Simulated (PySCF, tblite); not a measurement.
# C2H4BFO2: infrared bands, NMR shifts, spin-spin couplings and electronic excitations in gas and solvents, part 2 of 2

tblite 0.8.0 and PySCF 2.14.0. Atoms count from 0. Earlier steps stand in the parts before.

**7. Ultraviolet spectrum: wB97X-D/def2-SVPD**

The job: settings as JSON, then the geometry in Å.

```
{"job": {"kind": "uv", "xc": "wB97X-D", "basis": "def2-SVPD", "ip": true, "dynamic": true}, "charge": 0, "multiplicity": 1}
C      1.664161     0.348277    -0.679990
C      0.632102     0.678587     0.098795
F      0.678101     1.811221     0.817466
B     -0.681810    -0.171029     0.261784
O     -0.774751    -1.315180    -0.472306
O     -1.627612     0.288932     1.119854
H      1.616880    -0.573155    -1.261359
H      2.553309     0.980439    -0.748185
H     -1.588623    -1.814007    -0.362492
H     -2.415664    -0.255547     1.200653
```

Level: TDDFT wB97X-D/def2-SVPD, vertical, gas phase, core orbitals frozen in the response.

Standard output:

```text
coarse grid: 9000 points
cycle   1  E = -353.2850125961  dE =  8.796e-01  |g| = 8.959e-01  |ddm| = 4.389e+00
cycle   2  E = -353.2762346045  dE =  8.778e-03  |g| = 9.801e-01  |ddm| = 1.780e+00
cycle   3  E = -353.4394110417  dE = -1.632e-01  |g| = 5.355e-02  |ddm| = 8.607e-01
cycle   4  E = -353.4400226832  dE = -6.116e-04  |g| = 2.105e-02  |ddm| = 9.324e-02
cycle   5  E = -353.4401053087  dE = -8.263e-05  |g| = 1.207e-02  |ddm| = 4.095e-02
cycle   6  E = -353.4401314097  dE = -2.610e-05  |g| = 1.443e-03  |ddm| = 1.069e-02
cycle   7  E = -353.4401320548  dE = -6.452e-07  |g| = 5.639e-04  |ddm| = 3.882e-03
final grid: 89136 points
cycle   8  E = -353.4974024309  dE = -9.234e-05  |g| = 7.207e-03  |ddm| = 1.307e-01
cycle   9  E = -353.4974021219  dE =  3.090e-07  |g| = 8.162e-03  |ddm| = 1.916e-02
cycle  10  E = -353.4974126911  dE = -1.057e-05  |g| = 4.415e-04  |ddm| = 5.851e-03
cycle  11  E = -353.4974127651  dE = -7.406e-08  |g| = 3.120e-04  |ddm| = 2.091e-03
cycle  12  E = -353.4974127862  dE = -2.104e-08  |g| = 7.799e-05  |ddm| = 4.904e-04
cycle  13  E = -353.4974127878  dE = -1.609e-09  |g| = 2.331e-05  |ddm| = 1.623e-04
cycle  14  E = -353.4974127880  dE = -2.091e-10  |g| = 7.316e-06  |ddm| = 7.183e-05
converged SCF energy = -353.4974127880

Static polarisability (au): isotropic 47.869, principal 34.050 47.239 62.318

Singlet excitations
state   eV       nm        f      main configurations
  1   6.4885    191.1   0.31696   H->L+1 0.97
  2   7.0207    176.6   0.00868   H->L 0.86, H->L+2 0.08
  3   7.3549    168.6   0.00001   H-1->L+1 0.97
  4   7.9660    155.6   0.05180   H->L+2 0.59, H->L+3 0.18, H->L 0.09
  5   8.1639    151.9   0.00215   H-2->L 0.76
  6   8.3668    148.2   0.00004   H->L+3 0.34, H->L+4 0.25, H-2->L 0.12
  7   8.4565    146.6   0.00011   H-3->L+1 0.92
  8   8.5224    145.5   0.04194   H-2->L+1 0.79, H-3->L 0.17
  9   8.8374    140.3   0.07305   H-3->L 0.72, H-2->L+1 0.17
 10   8.9959    137.8   0.00014   H-4->L+1 0.89

Triplet excitations (Tamm-Dancoff, eV): 3.9551 6.7115 7.0048 7.6910
Vertical ionisation energy (delta-SCF) = 9.8815 eV
```

Wall time 60 s (1 thread of Arm Neoverse N1, shared host); peak memory 0.75 GiB.

The orbitals next to the gap, with their largest atomic shares:

```
orbital      eV                      atoms
 HOMO−3  -12.29   O5 43 %, O4 38 %, B3 6 %
 HOMO−2  -11.85   O5 45 %, O4 41 %, B3 8 %
 HOMO−1  -11.63  F2 33 %, C1 25 %, B3 16 %
   HOMO   -9.38  C0 38 %, C1 32 %, F2 16 %
   LUMO    1.08  B3 42 %, O4 18 %, O5 16 %
 LUMO+1    1.14  C0 29 %, C1 26 %, B3 17 %
 LUMO+2    2.71  C0 22 %, B3 16 %, O4 15 %
```

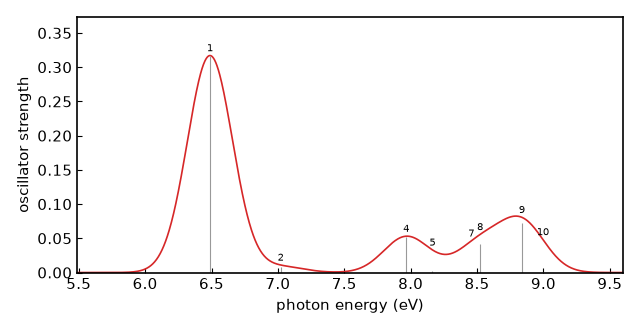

Absorption spectrum from the 10 singlet states computed; above the last one it falls off for lack of states. Lines are broadened to a width of 0.40 eV (Gaussian).

Ground-state properties from the same run:

| property | computed |
| --- | --- |
| dipole moment (D) | 3.50 |
| polarisability (Å³) | 7.09 |
| HOMO–LUMO gap (eV) | 10.46 |
| −ε(HOMO) (eV) | 9.38 |
| C6 with itself (au) | 1002 |

**8. NMR shieldings: WP04/pcSseg-2**

The job, as its differences from that of step 7:

```diff
@@ -1,2 +1,2 @@
-{"job": {"kind": "uv", "xc": "wB97X-D", "basis": "def2-SVPD", "ip": true, "dynamic": true}, "charge": 0, "multiplicity": 1}
+{"job": {"kind": "nmr", "xc": "WP04", "basis": "pcSseg-2", "pop": false}, "charge": 0, "multiplicity": 1}
 C      1.664161     0.348277    -0.679990
```

With the program's defaults for keys left out, this is: GIAO WP04/pcSseg-2 NMR shielding, non-relativistic, gas phase.

Standard output:

```text
coarse grid: 9000 points
cycle   1  E = -360.8456501911  dE =  8.865e-01  |g| = 1.495e+00  |ddm| = 2.089e+00
cycle   2  E = -360.2514190389  dE =  5.942e-01  |g| = 2.334e+00  |ddm| = 1.822e+00
cycle   3  E = -361.1953092892  dE = -9.439e-01  |g| = 2.030e-01  |ddm| = 1.297e+00
cycle   4  E = -361.2020353724  dE = -6.726e-03  |g| = 9.996e-02  |ddm| = 1.654e-01
cycle   5  E = -361.2039492707  dE = -1.914e-03  |g| = 4.436e-02  |ddm| = 7.165e-02
cycle   6  E = -361.2043633627  dE = -4.141e-04  |g| = 8.012e-03  |ddm| = 2.814e-02
cycle   7  E = -361.2043755350  dE = -1.217e-05  |g| = 3.725e-03  |ddm| = 6.172e-03
cycle   8  E = -361.2043780935  dE = -2.558e-06  |g| = 8.924e-04  |ddm| = 2.101e-03
final grid: 89136 points
cycle   9  E = -361.1999206934  dE = -1.777e-04  |g| = 6.878e-03  |ddm| = 4.875e-02
cycle  10  E = -361.1999100428  dE =  1.065e-05  |g| = 9.954e-03  |ddm| = 9.391e-03
cycle  11  E = -361.1999300252  dE = -1.998e-05  |g| = 1.957e-03  |ddm| = 5.764e-03
cycle  12  E = -361.1999306884  dE = -6.631e-07  |g| = 7.845e-04  |ddm| = 1.592e-03
cycle  13  E = -361.1999308151  dE = -1.268e-07  |g| = 3.276e-04  |ddm| = 5.841e-04
cycle  14  E = -361.1999308372  dE = -2.210e-08  |g| = 4.594e-05  |ddm| = 1.846e-04
cycle  15  E = -361.1999308377  dE = -4.500e-10  |g| = 1.081e-05  |ddm| = 2.944e-05
converged SCF energy = -361.1999308377

GIAO shielding tensors (ppm)
atom      isotropic    diamagn.    paramagn.     s11        s22        s33       span
  0 C       52.387     254.666    -202.279    -71.383     79.425    149.119    220.502
  1 C       -7.337     249.395    -256.732   -112.775     29.443     61.321    174.096
  2 F      291.951     470.531    -178.580    184.326    281.797    409.730    225.403
  3 B       70.267     195.306    -125.039     54.744     70.235     85.821     31.077
  4 O      219.290     387.630    -168.340    137.231    255.418    265.220    127.988
  5 O      212.392     383.687    -171.295    125.051    252.270    259.856    134.804
  6 H       26.093      31.640      -5.548     23.448     24.907     29.924      6.476
  7 H       26.265      29.404      -3.139     23.165     25.769     29.862      6.698
  8 H       28.826      32.200      -3.375     23.066     25.026     38.385     15.319
  9 H       28.645      31.374      -2.729     23.117     24.975     37.843     14.726
```

Wall time 50 s (1 thread of Arm Neoverse N1, shared host); peak memory 1 GiB.

Key values: δ C1 179.4, C0 119.7, F2 -114.6, B3 23.9, H6 5.52, H7 5.35 ppm.

**9. NMR shieldings: PBE0/pcSseg-1 in acetone**

The job, as its differences from that of step 8:

```diff
@@ -1,2 +1,2 @@
-{"job": {"kind": "nmr", "xc": "WP04", "basis": "pcSseg-2", "pop": false}, "charge": 0, "multiplicity": 1}
+{"job": {"kind": "nmr", "xc": "PBE0", "basis": "pcSseg-1", "solvent": "acetone", "pop": true}, "charge": 0, "multiplicity": 1}
 C      1.664161     0.348277    -0.679990
```

Level: GIAO PBE0/pcSseg-1 NMR shielding, non-relativistic, IEF-PCM acetone.

Standard output:

```text
coarse grid: 9000 points
cycle   1  E = -353.2505409645  dE =  8.116e-01  |g| = 8.950e-01  |ddm| = 2.737e+00
cycle   2  E = -353.1395999958  dE =  1.109e-01  |g| = 1.212e+00  |ddm| = 1.138e+00
cycle   3  E = -353.3864426566  dE = -2.468e-01  |g| = 7.614e-02  |ddm| = 6.733e-01
cycle   4  E = -353.3876662319  dE = -1.224e-03  |g| = 2.345e-02  |ddm| = 7.006e-02
cycle   5  E = -353.3877829263  dE = -1.167e-04  |g| = 9.480e-03  |ddm| = 2.153e-02
cycle   6  E = -353.3878002186  dE = -1.729e-05  |g| = 2.591e-03  |ddm| = 6.708e-03
cycle   7  E = -353.3878017061  dE = -1.487e-06  |g| = 6.008e-04  |ddm| = 1.913e-03
final grid: 89136 points
cycle   8  E = -353.4469474904  dE = -3.080e-05  |g| = 8.044e-03  |ddm| = 1.669e-02
cycle   9  E = -353.4469366687  dE =  1.082e-05  |g| = 1.145e-02  |ddm| = 1.094e-02
cycle  10  E = -353.4469603182  dE = -2.365e-05  |g| = 8.050e-04  |ddm| = 6.193e-03
cycle  11  E = -353.4469604395  dE = -1.212e-07  |g| = 2.000e-04  |ddm| = 6.770e-04
cycle  12  E = -353.4469604450  dE = -5.513e-09  |g| = 1.018e-04  |ddm| = 1.715e-04
cycle  13  E = -353.4469604473  dE = -2.287e-09  |g| = 1.613e-05  |ddm| = 7.214e-05
cycle  14  E = -353.4469604473  dE = -5.775e-11  |g| = 4.647e-06  |ddm| = 1.401e-05
converged SCF energy = -353.4469604473

GIAO shielding tensors (ppm)
atom      isotropic    diamagn.    paramagn.     s11        s22        s33       span
  0 C       68.316     257.338    -189.021    -53.977     98.330    160.595    214.572
  1 C        9.673     254.435    -244.761    -99.162     51.808     76.375    175.537
  2 F      293.078     475.006    -181.929    177.005    278.326    423.902    246.897
  3 B       77.812     194.986    -117.174     58.216     80.872     94.349     36.133
  4 O      225.073     389.674    -164.601    127.183    268.362    279.673    152.490
  5 O      219.407     387.808    -168.401    116.844    253.288    288.090    171.245
  6 H       25.431      30.918      -5.487     23.042     24.165     29.086      6.044
  7 H       25.538      28.504      -2.966     22.188     24.672     29.755      7.567
  8 H       26.963      30.254      -3.291     20.879     22.620     37.390     16.511
  9 H       26.677      29.872      -3.195     20.638     22.573     36.819     16.181
```

Wall time 16 s (1 thread of Arm Neoverse N1, shared host); peak memory 0.61 GiB.

Key values: δ C1 175.8, C0 117.1, F2 -112.7, B3 23.5, H6 5.81, H7 5.70 ppm.

**10. NMR shieldings: PBE0/pcSseg-1 in dichloromethane**

The job, as its differences from that of step 9:

```diff
@@ -1,2 +1,2 @@
-{"job": {"kind": "nmr", "xc": "PBE0", "basis": "pcSseg-1", "solvent": "acetone", "pop": true}, "charge": 0, "multiplicity": 1}
+{"job": {"kind": "nmr", "xc": "PBE0", "basis": "pcSseg-1", "solvent": "dichloromethane", "pop": false}, "charge": 0, "multiplicity": 1}
 C      1.664161     0.348277    -0.679990
```

Method: GIAO PBE0/pcSseg-1 NMR shielding, non-relativistic, IEF-PCM dichloromethane.

Standard output:

```text
coarse grid: 9000 points
cycle   1  E = -353.2479775670  dE =  8.141e-01  |g| = 8.969e-01  |ddm| = 2.737e+00
cycle   2  E = -353.1366809434  dE =  1.113e-01  |g| = 1.215e+00  |ddm| = 1.142e+00
cycle   3  E = -353.3846669263  dE = -2.480e-01  |g| = 7.695e-02  |ddm| = 6.755e-01
cycle   4  E = -353.3859145482  dE = -1.248e-03  |g| = 2.386e-02  |ddm| = 7.118e-02
cycle   5  E = -353.3860348302  dE = -1.203e-04  |g| = 9.695e-03  |ddm| = 2.197e-02
cycle   6  E = -353.3860528911  dE = -1.806e-05  |g| = 2.628e-03  |ddm| = 6.851e-03
cycle   7  E = -353.3860544188  dE = -1.528e-06  |g| = 6.267e-04  |ddm| = 1.948e-03
final grid: 89136 points
cycle   8  E = -353.4452133011  dE = -3.073e-05  |g| = 8.072e-03  |ddm| = 1.669e-02
cycle   9  E = -353.4452022491  dE =  1.105e-05  |g| = 1.152e-02  |ddm| = 1.102e-02
cycle  10  E = -353.4452262183  dE = -2.397e-05  |g| = 8.192e-04  |ddm| = 6.256e-03
cycle  11  E = -353.4452263439  dE = -1.256e-07  |g| = 2.081e-04  |ddm| = 6.962e-04
cycle  12  E = -353.4452263500  dE = -6.070e-09  |g| = 1.054e-04  |ddm| = 1.796e-04
cycle  13  E = -353.4452263524  dE = -2.474e-09  |g| = 1.612e-05  |ddm| = 7.452e-05
cycle  14  E = -353.4452263525  dE = -5.696e-11  |g| = 4.867e-06  |ddm| = 1.415e-05
converged SCF energy = -353.4452263525

GIAO shielding tensors (ppm)
atom      isotropic    diamagn.    paramagn.     s11        s22        s33       span
  0 C       68.368     257.356    -188.987    -53.800     98.437    160.468    214.268
  1 C        9.739     254.335    -244.596    -98.986     51.587     76.616    175.602
  2 F      292.043     474.914    -182.871    175.568    277.263    423.299    247.731
  3 B       77.800     195.039    -117.239     58.393     80.616     94.390     35.997
  4 O      224.901     389.477    -164.576    128.200    268.353    278.151    149.951
  5 O      219.024     387.590    -168.566    117.517    253.200    286.355    168.838
  6 H       25.451      30.944      -5.493     23.057     24.186     29.110      6.053
  7 H       25.560      28.531      -2.971     22.212     24.698     29.769      7.556
  8 H       27.116      30.339      -3.223     21.096     22.776     37.476     16.380
  9 H       26.833      29.956      -3.123     20.865     22.731     36.903     16.038
```

Run time: 13 s. Hardware: 1 thread of Arm Neoverse N1, shared host; peak memory 0.61 GiB.

This run: δ C1 175.6, C0 117.0, F2 -112.0, B3 23.5, H6 5.79, H7 5.68 ppm.

**11. Excited states and response: wB97X-D/def2-SVPD in acetone**

The job, as its differences from that of step 10:

```diff
@@ -1,2 +1,2 @@
-{"job": {"kind": "nmr", "xc": "PBE0", "basis": "pcSseg-1", "solvent": "dichloromethane", "pop": false}, "charge": 0, "multiplicity": 1}
+{"job": {"kind": "uv", "xc": "wB97X-D", "basis": "def2-SVPD", "solvent": "acetone", "nstates": 6, "ntriplets": 0}, "charge": 0, "multiplicity": 1}
 C      1.664161     0.348277    -0.679990
```

Level: TDDFT wB97X-D/def2-SVPD, vertical, IEF-PCM acetone (non-equilibrium linear response), core orbitals frozen in the response.

Standard output:

```text
coarse grid: 9000 points
cycle   1  E = -353.3102290468  dE =  8.547e-01  |g| = 8.737e-01  |ddm| = 4.393e+00
cycle   2  E = -353.3032053873  dE =  7.024e-03  |g| = 9.463e-01  |ddm| = 1.679e+00
cycle   3  E = -353.4552522710  dE = -1.520e-01  |g| = 4.776e-02  |ddm| = 7.928e-01
cycle   4  E = -353.4558209783  dE = -5.687e-04  |g| = 1.703e-02  |ddm| = 8.816e-02
cycle   5  E = -353.4558818770  dE = -6.090e-05  |g| = 1.023e-02  |ddm| = 3.745e-02
cycle   6  E = -353.4559010512  dE = -1.917e-05  |g| = 1.245e-03  |ddm| = 9.635e-03
cycle   7  E = -353.4559016659  dE = -6.147e-07  |g| = 4.679e-04  |ddm| = 4.063e-03
final grid: 89136 points
cycle   8  E = -353.5129649846  dE = -9.322e-05  |g| = 7.056e-03  |ddm| = 1.315e-01
cycle   9  E = -353.5129655004  dE = -5.158e-07  |g| = 7.810e-03  |ddm| = 1.965e-02
cycle  10  E = -353.5129751439  dE = -9.644e-06  |g| = 4.538e-04  |ddm| = 5.474e-03
cycle  11  E = -353.5129752487  dE = -1.048e-07  |g| = 2.540e-04  |ddm| = 2.440e-03
cycle  12  E = -353.5129752656  dE = -1.686e-08  |g| = 8.450e-05  |ddm| = 5.696e-04
cycle  13  E = -353.5129752674  dE = -1.853e-09  |g| = 2.711e-05  |ddm| = 1.765e-04
cycle  14  E = -353.5129752677  dE = -2.746e-10  |g| = 5.125e-06  |ddm| = 8.699e-05
converged SCF energy = -353.5129752677

Static polarisability (au): isotropic 60.292, principal 44.003 58.563 78.310

Singlet excitations
state   eV       nm        f      main configurations
  1   6.4647    191.8   0.37082   H->L 0.98
  2   7.2883    170.1   0.03255   H->L+1 0.73, H->L+2 0.19
  3   7.4170    167.2   0.00202   H-2->L 0.94
  4   8.3040    149.3   0.03053   H-3->L 0.66, H-1->L 0.28
  5   8.3103    149.2   0.07273   H-1->L 0.67, H-3->L 0.27
  6   8.4113    147.4   0.03543   H->L+2 0.68, H->L+1 0.17
```

Wall time 28 s (1 thread of Arm Neoverse N1, shared host); peak memory 0.78 GiB.

Key values: HOMO -9.56 eV, LUMO 1.08 eV; lowest singlet 6.46 eV.

**12. Side by side: NMR shifts**

Shifts (ppm) of some atoms, chosen among heavy atoms and hydrogens apart, means over like atoms, with basis size and wall time:

| run | C1 | C0 | H7 | H8 | F2 | B3 | O4 | functions | time |
| --- | --- | --- | --- | --- | --- | --- | --- | --- | --- |
| PBE0/pcSseg-1 | 174.0 | 115.8 | 5.54 | 2.98 | -105.1 | 23.0 | 115.6 | 122 | 15 s |
| WP04/pcSseg-2 | 179.4 | 119.7 | 5.35 | 2.88 | -114.6 | 23.9 | 98.2 | 272 | 50 s |
| PBE0/pcSseg-1 in acetone | 175.8 | 117.1 | 5.70 | 4.42 | -112.7 | 23.5 | 120.5 | 122 | 16 s |
| PBE0/pcSseg-1 in dichloromethane | 175.6 | 117.0 | 5.68 | 4.27 | -112.0 | 23.5 | 120.1 | 122 | 13 s |

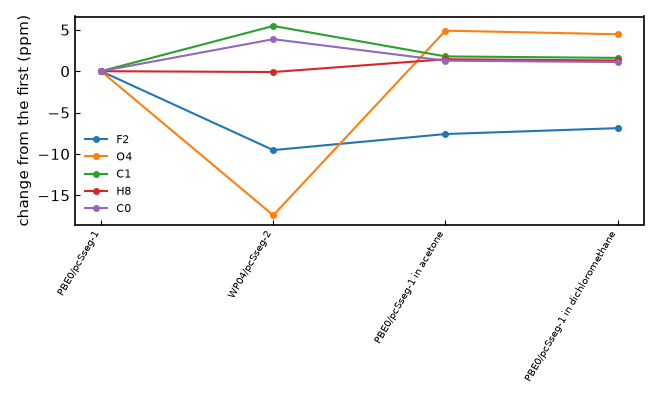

How five of the tabulated atoms move from run to run.

The continuum's effect on the ground state:

| solvent | ε | polarisation energy (Eh) | μ (D) |
| --- | --- | --- | --- |
| dichloromethane | 8.93 | -0.0160 | 4.36 |
| acetone | 20.49 | -0.0182 | 4.43 |

**13. Run by run: electronic excitations**

Excitations and ground-state properties, with basis size and wall time:

```csv
run,lowest singlet (eV),brightest (eV),f,gap (eV),α (Å³),μ (D),functions,time
wB97X-D/def2-SVPD,6.49,6.49,0.317,10.46,7.09,3.50,161,60 s
wB97X-D/def2-SVPD in acetone,6.46,6.46,0.371,10.64,8.93,4.30,161,28 s
```

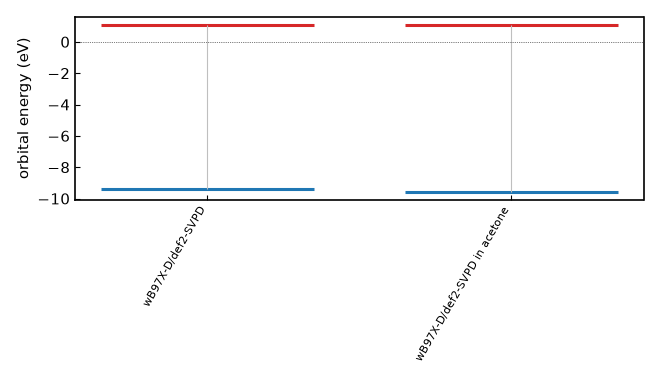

HOMO (blue) and LUMO (red) run by run.

**14. Outcome**

What follows sums up all 2 parts.

| quantity | value |
| --- | --- |
| strongest single infrared mode (GFN2-xTB) | 1298 cm⁻¹, 448 km/mol |
| zero-point energy (GFN2-xTB) | 41.1 kcal/mol |
| point group | Cs |
| rotational constants (main isotopes) | 5.26, 3.12, 1.96 GHz |
| ¹³C shifts against TMS (PBE0/pcSseg-1) | 174.0, 115.8 ppm |
| ¹H shifts against TMS (PBE0/pcSseg-1, means over atoms taken as alike) | 5.64, 5.54, 2.98 ppm |
| ¹⁹F shifts against CFCl3 (PBE0/pcSseg-1) | -105.1 ppm |
| ¹¹B shifts against BF3·OEt2 (PBE0/pcSseg-1) | 23.0 ppm |
| ¹⁷O shifts against H2O (PBE0/pcSseg-1, means over atoms taken as alike) | 115.6 ppm |
| largest coupling of the table (B3LYP/pcJ-1) | ¹J(C,F) C1–F2, -338.9 Hz |
| lowest singlet (wB97X-D/def2-SVPD) | 6.49 eV (191 nm), f = 0.317 |
| lowest triplet | 3.96 eV |
| vertical ionisation energy (ΔSCF) | 9.88 eV |
| range of the shift of F2 (PBE0/pcSseg-1 runs) | -112.7 to -105.1 ppm |
| range of the lowest singlet | 6.46 to 6.49 eV |

What this shows: Relaxing lowered the energy by 1.416 eV in 43 steps; the close pair that moved most is B3–O5, from 1.462 to 1.347 Å (GFN2-xTB). All 24 modes are real, so the xTB geometry is a minimum. The strongest single mode, at 1298 cm⁻¹, moves mainly B3. Unscaled tight-binding wavenumbers are off by several per cent, some by more. Its intensities can rank the bands wrongly. At PBE0/pcSseg-1: The widest tensor belongs to F2: span 256 ppm, with a paramagnetic part of -192 ppm. Couplings across rotatable bonds belong to this one conformer; where others are populated, the observed values are averages. The first singlet state (HOMO→LUMO+1 0.97) lies at 6.49 eV and is bright. The lowest triplet lies 2.53 eV below the lowest singlet (triplets in Tamm-Dancoff, singlets in full TDDFT). The orbital energy would give 9.38 eV for ionisation, ΔSCF gives 9.88 eV. At one level, PBE0/pcSseg-1: In ppm, F2 moves most: its shift spreads over 7.6 ppm, from -112.7 (PBE0/pcSseg-1 in acetone) to -105.1 (PBE0/pcSseg-1). The continuum holds electrostatics alone: no hydrogen bonds to the solvent, and the gas-phase geometry is kept. The lowest singlet runs from 6.46 eV (wB97X-D/def2-SVPD in acetone) to 6.49 eV (wB97X-D/def2-SVPD), while the orbital gap spans 10.46 to 10.64 eV. The lowest state need not be the same one in every run. The runs solved for a few states only, so the brightest column depends on that window.
